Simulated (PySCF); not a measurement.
Molecule: SMILES CCO[SiH]OCC, doublet. Atoms near the plane z = 1.0 Å, at the GFN2-xTB optimised geometry (x, y, z in Å): C1 (1.2, -3.1, 0.7), C2 (1.5, -1.9, -0.2), O3 (0.5, -0.9, 0.0), Si4 (-1.1, -0.9, 0.0), O5 (-1.5, 0.6, 0.0), C6 (-1.0, 1.7, 0.7), C7 (-1.4, 3.0, 0.0), H8 (2.0, -3.9, 0.6), H9 (1.2, -2.8, 1.7), H10 (0.2, -3.6, 0.4), H11 (2.5, -1.5, 0.1), H13 (-1.6, -1.6, 1.2), H14 (0.1, 1.6, 0.7), H15 (-1.4, 1.7, 1.7), H16 (-1.0, 3.9, 0.6), H18 (-2.5, 3.1, 0.0).

Computed with unrestricted PBE0/def2-SVP run with PySCF 2.14.0. Cells within 0.4 Å of a nucleus heavier than hydrogen are left out (blank, or x). The values are rescaled to run from 0 to 1.

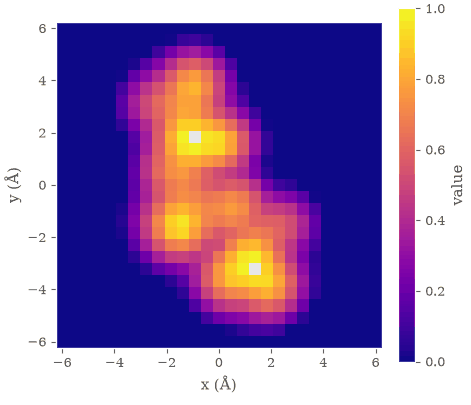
Fig. 1. a field on the plane z = 1.0 Å.

Question: Which quantity is mapped?
A) log10 of the electron density
B) an orbital amplitude
C) spin density
D) Laplacian of the electron density

Answer: A, log10 of the electron density. In full: log10 of the electron density (e/bohr³), floored at −4.
